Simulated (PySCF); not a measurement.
# C5H12BP: electronic excitations

What electronic excitations should C5H12BP (`CB(C)P1C[C@H]1C`) show?

The runs use PySCF 2.14.0, with density-fitted response routines of our own; the level of theory stands in each step. All values are computed, except where a source is named. Atoms count from 0, in the outputs and in this text.

### Step 1. The starting structure

19 atoms, charge 0, multiplicity 1; geometry from: GFN2-xTB.

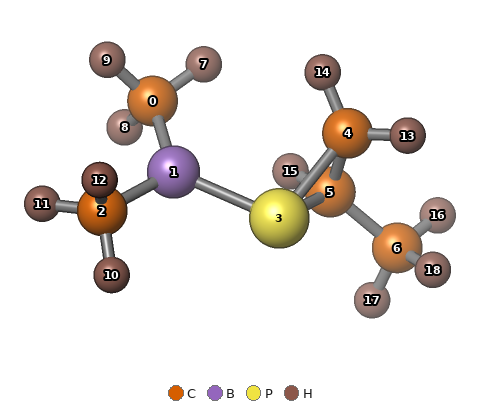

As it starts; carbon orange, boron purple, phosphorus yellow, hydrogen brown, atoms numbered; sticks join atoms by distance.

### Step 2. Ultraviolet spectrum: wB97X-D/def2-SVPD

The job: settings as JSON, then the geometry in Å.

```
{"job": {"kind": "uv", "xc": "wB97X-D", "basis": "def2-SVPD", "nstates": 8, "ntriplets": 3}, "charge": 0, "multiplicity": 1}
C     -1.668095     1.109565     0.323577
B     -1.345246    -0.305945    -0.292565
C     -2.504195    -1.093223    -1.016059
P      0.361302    -1.185107    -0.274011
C      1.183295    -0.380224     1.198747
C      1.501011     0.301142    -0.083451
C      2.890253     0.181995    -0.655204
H     -0.952896     1.489586     1.050168
H     -1.714233     1.839596    -0.486489
H     -2.652095     1.121657     0.790530
H     -2.150629    -1.719744    -1.834014
H     -3.303788    -0.457559    -1.391979
H     -2.961730    -1.773716    -0.294874
H      1.969047    -0.978552     1.642004
H      0.564599     0.124276     1.928164
H      1.046944     1.273122    -0.245534
H      3.562931     0.878362    -0.152435
H      2.891887     0.411775    -1.719078
H      3.271832    -0.827757    -0.519821
```

Level: TDDFT wB97X-D/def2-SVPD, vertical, gas phase, core orbitals frozen in the response.

Launch:

```bash
$ OMP_NUM_THREADS=1 python probes_run.py task.json out
```

The driver reads the jobs from task.json and runs them one after another.

What will the session give for the following? lowest singlet (wB97X-D/def2-SVPD); brightest single state of those computed; lowest triplet. Wanted: lowest singlet; brightest single state of those computed; lowest triplet.

As calculated:

| quantity | value |
| --- | --- |
| lowest singlet (wB97X-D/def2-SVPD) | 4.11 eV (302 nm), f = 0.001 |
| brightest single state of those computed | state 7, 7.11 eV, f = 0.207 |
| lowest triplet | 3.77 eV |

The first singlet state (HOMO→LUMO 0.96) lies at 4.11 eV and is weak; of the 8 states computed, the strongest absorption comes from state 7 at 7.11 eV. The lowest triplet lies 0.33 eV below the lowest singlet (triplets in Tamm-Dancoff, singlets in full TDDFT).
